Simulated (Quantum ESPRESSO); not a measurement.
# Collinear magnetic orders of NiAgO2 with Quantum ESPRESSO

Aim: find out which collinear order of NiAgO2 costs least.

Method: PBEsol; plane waves with GBRV 1.5 PBEsol potentials, no spin-orbit coupling, in Quantum ESPRESSO 7.5.

## Step 1: Starting point

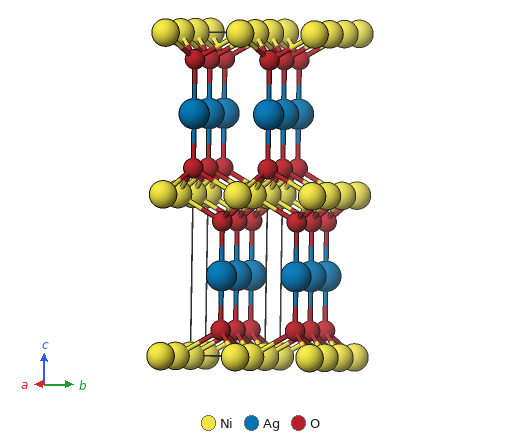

The starting structure, seen slightly off an axis (nickel yellow, silver blue, oxygen red). 3×2×1 cells are drawn. Bonds to atoms that aren't drawn are left out. Some periodic images of atoms are drawn too.

The cell comes from Materials Project 2023-11-01, a database of computed structures, and need not be the stable phase.

## Step 2: Run 1, typed as ferro ++

The signs are those of the starting moments on the seeded atoms, the atoms that are given a moment.

The input, pw.in:

```
&CONTROL
  calculation = 'scf'
  prefix = 'pwscf'
  outdir = './tmp'
  pseudo_dir = './pseudo'
  disk_io = 'nowf'
/
&SYSTEM
  ibrav = 0
  nat = 8
  ntyp = 3
  ecutwfc = 40
  ecutrho = 280
  nbnd = 64
  occupations = 'smearing'
  smearing = 'fd'
  degauss = 0.00367493
  nspin = 2
  starting_magnetization(1) = 0.1111
  starting_magnetization(2) = 0
  starting_magnetization(3) = 0
/
&ELECTRONS
  conv_thr = 1.6d-08
  electron_maxstep = 150
  mixing_beta = 0.3
/
ATOMIC_SPECIES
Ni     58.6934 ni_pbesol_v1.4.uspp.F.UPF
Ag    107.8682 ag_pbesol_v1.4.uspp.F.UPF
O      15.9990 o_pbesol_v1.2.uspp.F.UPF
CELL_PARAMETERS angstrom
   2.9991629743    0.0000000000    0.0000000000
  -1.4995814871    2.5973513258    0.0000000000
   0.0000000000    0.0000000000   12.3151270000
ATOMIC_POSITIONS crystal
Ni      0.0000000000    0.0000000000    0.5000000000
Ni      0.0000000000    0.0000000000    0.0000000000
Ag      0.6666666700    0.3333333300    0.7500000000
Ag      0.3333333300    0.6666666700    0.2500000000
O       0.3333333300    0.6666666700    0.4180620000
O       0.6666666700    0.3333333300    0.9180620000
O       0.6666666700    0.3333333300    0.5819380000
O       0.3333333300    0.6666666700    0.0819380000
K_POINTS automatic
8 8 2 0 0 0
```

Command:

```console
$ OMP_NUM_THREADS=1 mpirun -n 4 pw.x -nk 4 -in pw.in > pw.out
```

What it wrote:

```text
Program PWSCF v.7.5 starts

     Message from routine setup:
     using ibrav=0 with symmetry is DISCOURAGED, use correct ibrav instead

     K-points division:     npool     =       4
     Subspace diagonalization in iterative solution of the eigenvalue problem:

     G-vector sticks info
     --------------------
     sticks:   dense  smooth     PW     G-vecs:    dense   smooth      PW
     Sum         613     361    109                51111    22245    3797

     Using Slab Decomposition

     bravais-lattice index     =            0
     lattice parameter (alat)  =       5.6676  a.u.
     unit-cell volume          =     647.3904 (a.u.)^3
     number of atoms/cell      =            8
     number of atomic types    =            3
     number of electrons       =        98.00
     number of Kohn-Sham states=           64
     kinetic-energy cutoff     =      40.0000  Ry
     charge density cutoff     =     280.0000  Ry
     scf convergence threshold =      1.6E-08
     mixing beta               =       0.3000
     number of iterations used =            8  plain     mixing
     Exchange-correlation= SLA  PW   PSX  PSC
                           (   1   4  10   8   0   0   0)

     celldm(1)=   5.667597  celldm(2)=   0.000000  celldm(3)=   0.000000
     celldm(4)=   0.000000  celldm(5)=   0.000000  celldm(6)=   0.000000

     crystal axes: (cart. coord. in units of alat)
               a(1) = (   1.000000   0.000000   0.000000 )
               a(2) = (  -0.500000   0.866025   0.000000 )
               a(3) = (   0.000000   0.000000   4.106188 )

     reciprocal axes: (cart. coord. in units 2 pi/alat)
               b(1) = (  1.000000  0.577350 -0.000000 )
               b(2) = (  0.000000  1.154701  0.000000 )
               b(3) = (  0.000000 -0.000000  0.243535 )

     PseudoPot. # 1 for Ni read from file:
     ni_pbesol_v1.4.uspp.F.UPF
     Pseudo is Ultrasoft + core correction, Zval = 18.0
     Generated by new atomic code, or converted to UPF format
     Using radial grid of  865 points,  6 beta functions with:
                l(1) =   0
                l(2) =   0
                l(3) =   1
                l(4) =   1
                l(5) =   2
                l(6) =   2
     Q(r) pseudized with 10 coefficients,  rinner =    0.980   0.980   0.980
                                                       0.980   0.980

     PseudoPot. # 2 for Ag read from file:
     ag_pbesol_v1.4.uspp.F.UPF
     Pseudo is Ultrasoft + core correction, Zval = 19.0
     Generated by new atomic code, or converted to UPF format
     Using radial grid of  887 points,  6 beta functions with:
                l(1) =   0
                l(2) =   0
                l(3) =   1
                l(4) =   1
                l(5) =   2
                l(6) =   2
     Q(r) pseudized with  6 coefficients,  rinner =    1.300   1.300   1.300
                                                       1.300   1.300

     PseudoPot. # 3 for O  read from file:
     o_pbesol_v1.2.uspp.F.UPF
     Pseudo is Ultrasoft + core correction, Zval =  6.0
     Generated by new atomic code, or converted to UPF format
     Using radial grid of  737 points,  5 beta functions with:
                l(1) =   0
                l(2) =   0
                l(3) =   1
                l(4) =   1
                l(5) =   2
     Q(r) pseudized with  8 coefficients,  rinner =    0.900   0.900   0.900
                                                       0.900   0.900

     atomic species   valence    mass     pseudopotential
     Ni               18.00    58.69340     Ni( 1.00)
     Ag               19.00   107.86820     Ag( 1.00)
     O                 6.00    15.99900     O ( 1.00)

     Starting magnetic structure
     atomic species   magnetization
     Ni              0.111
     Ag              0.000
     O               0.000

     24 Sym. Ops., with inversion, found (12 have fractional translation)

   Cartesian axes

     site n.     atom                  positions (alat units)
         1        Ni     tau(   1) = (   0.0000000   0.0000000   2.0530940  )
         2        Ni     tau(   2) = (   0.0000000   0.0000000   0.0000000  )
         3        Ag     tau(   3) = (   0.5000000   0.2886751   3.0796410  )
         4        Ag     tau(   4) = (  -0.0000000   0.5773503   1.0265470  )
         5        O      tau(   5) = (  -0.0000000   0.5773503   1.7166412  )
         6        O      tau(   6) = (   0.5000000   0.2886751   3.7697352  )
         7        O      tau(   7) = (   0.5000000   0.2886751   2.3895468  )
         8        O      tau(   8) = (  -0.0000000   0.5773503   0.3364528  )

     number of k points=    20  Fermi-Dirac smearing, width (Ry)=  0.0037
                       cart. coord. in units 2pi/alat
        k(    1) = (   0.0000000   0.0000000   0.0000000), wk =   0.0078125
        k(    2) = (   0.0000000   0.0000000  -0.1217674), wk =   0.0078125
        k(    3) = (   0.0000000   0.1443376   0.0000000), wk =   0.0468750
        k(    4) = (   0.0000000   0.1443376  -0.1217674), wk =   0.0468750
        k(    5) = (   0.0000000   0.2886751   0.0000000), wk =   0.0468750
        [... 15 further k-points ...]

     Dense  grid:    51111 G-vectors     FFT dimensions: (  32,  32, 128)

     Smooth grid:    22245 G-vectors     FFT dimensions: (  24,  24,  96)

     Check: negative core charge=   -0.000008
     Generating pointlists ...
     new r_m :   0.2756 (alat units)  1.5622 (a.u.) for type    1
     new r_m :   0.2847 (alat units)  1.6134 (a.u.) for type    2
     new r_m :   0.2756 (alat units)  1.5622 (a.u.) for type    3

     Initial potential from superposition of free atoms

     starting charge      92.9999, renormalised to      98.0000
     Starting wfcs are   68 randomized atomic wfcs

     Self-consistent Calculation

     iteration #  1     ecut=    40.00 Ry     beta= 0.30
     Davidson diagonalization with overlap
     ethr =  1.00E-02,  avg # of iterations =  4.0

     total energy              =   -1368.68041831 Ry
     estimated scf accuracy    <      99.67505894 Ry

     total magnetization       =     0.30 Bohr mag/cell
     absolute magnetization    =     0.83 Bohr mag/cell

     iteration #  2     ecut=    40.00 Ry     beta= 0.30
     Davidson diagonalization with overlap
     ethr =  1.00E-02,  avg # of iterations =  4.5

     total energy              =   -1385.17496850 Ry
     estimated scf accuracy    <     241.03299050 Ry

     total magnetization       =     0.08 Bohr mag/cell
     absolute magnetization    =     0.13 Bohr mag/cell

     iteration #  3     ecut=    40.00 Ry     beta= 0.30
     Davidson diagonalization with overlap
     ethr =  1.00E-02,  avg # of iterations =  4.2

     total energy              =   -1404.21059435 Ry
     estimated scf accuracy    <      17.32348863 Ry

     total magnetization       =     0.17 Bohr mag/cell
     absolute magnetization    =     0.33 Bohr mag/cell

     [... further iterations left out ...]

     iteration # 13     ecut=    40.00 Ry     beta= 0.30
     Davidson diagonalization with overlap
     ethr =  1.64E-08,  avg # of iterations =  2.0

     total energy              =   -1405.93012240 Ry
     estimated scf accuracy    <       0.00000834 Ry

     total magnetization       =     1.68 Bohr mag/cell
     absolute magnetization    =     1.73 Bohr mag/cell

     iteration # 14     ecut=    40.00 Ry     beta= 0.30
     Davidson diagonalization with overlap
     ethr =  8.51E-09,  avg # of iterations =  1.9

     total energy              =   -1405.93012558 Ry
     estimated scf accuracy    <       0.00000114 Ry

     total magnetization       =     1.67 Bohr mag/cell
     absolute magnetization    =     1.73 Bohr mag/cell

     iteration # 15     ecut=    40.00 Ry     beta= 0.30
     Davidson diagonalization with overlap
     ethr =  1.16E-09,  avg # of iterations =  1.0

     total energy              =   -1405.93012593 Ry
     estimated scf accuracy    <       0.00000005 Ry

     total magnetization       =     1.67 Bohr mag/cell
     absolute magnetization    =     1.72 Bohr mag/cell

     iteration # 16     ecut=    40.00 Ry     beta= 0.30
     Davidson diagonalization with overlap
     ethr =  4.83E-11,  avg # of iterations =  2.0

     Magnetic moment per site  (integrated on atomic sphere of radius R)
     atom   1 (R=0.276)  charge= 15.4205  magn=  0.6489
     atom   2 (R=0.276)  charge= 15.4205  magn=  0.6489
     atom   3 (R=0.285)  charge= 15.3442  magn= -0.0011
     atom   4 (R=0.285)  charge= 15.3442  magn= -0.0011
     atom   5 (R=0.276)  charge=  5.3840  magn=  0.0720
     atom   6 (R=0.276)  charge=  5.3840  magn=  0.0720
     atom   7 (R=0.276)  charge=  5.3840  magn=  0.0720
     atom   8 (R=0.276)  charge=  5.3840  magn=  0.0720

     End of self-consistent calculation

     [... lines left out ...]
     the Fermi energy is    11.6984 ev

!    total energy              =   -1405.93012610 Ry
     estimated scf accuracy    <          8.9E-09 Ry
     smearing contrib. (-TS)   =      -0.00294049 Ry
     internal energy E=F+TS    =   -1405.92718561 Ry

     The total energy is F=E-TS. E is the sum of the following terms:
     one-electron contribution =    -833.87578366 Ry
     hartree contribution      =     463.14955352 Ry
     xc contribution           =    -155.83882208 Ry
     ewald contribution        =    -879.36213339 Ry

     total magnetization       =     1.67 Bohr mag/cell
     absolute magnetization    =     1.72 Bohr mag/cell

     convergence has been achieved in  16 iterations

=------------------------------------------------------------------------------=
   JOB DONE.
=------------------------------------------------------------------------------=
```

Wall time 1.9 min (4 MPI ranks of Arm Neoverse N1, shared host); peak memory 0.69 GiB.

Spin moment in the atom's sphere by atom:

```
atom  spin moment in the atom's sphere (μB)
 Ni1                                  0.649
 Ni2                                  0.649
 Ag3                                 -0.001
 Ag4                                 -0.001
  O5                                  0.072
  O6                                  0.072
  O7                                  0.072
  O8                                  0.072
```

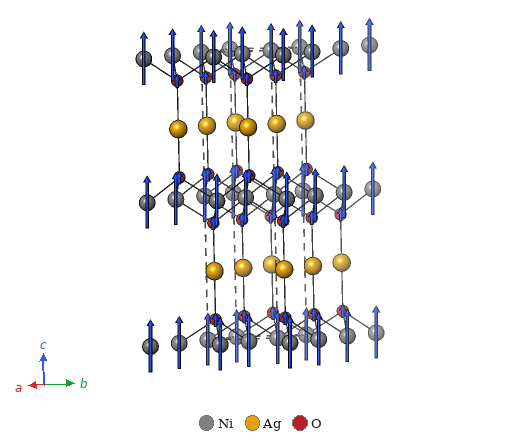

Spin moment in the atom's sphere as arrows, the longest 0.649 μB. Up and down stand for the sign. Arrows give size and sign along the axis of quantisation, drawn up and down the page. Each arrow also spans its atom, so small moments look longer than they are. Bonds to atoms that aren't drawn are left out. 3×2×1 cells are drawn. Some periodic images of atoms are drawn too.

Read from the output:

```yaml
smearing_term_ts: 0.04001 eV
magnetization: 1.669 μB
absolute_magnetization: 1.724 μB
final_state: ferromagnetic
```

[end of part 1 of 2]

[Logs and program files are shortened in this print: banners, set-up blocks, solver, clock and traceback lines can be left out without a mark of their own.]

[Logs are printed without paths, hosts, clocks, repeated set-up lines and the standing remarks that a program may print on its own settings, such as how far it seeks lower states.]

[Hosts, paths, dates, database ids (printed as entryN), source tags and the programs' standing remarks are cut or masked in the printed files.]

[Where a cell is said to come from a database of computed structures, the database is the Materials Project.]
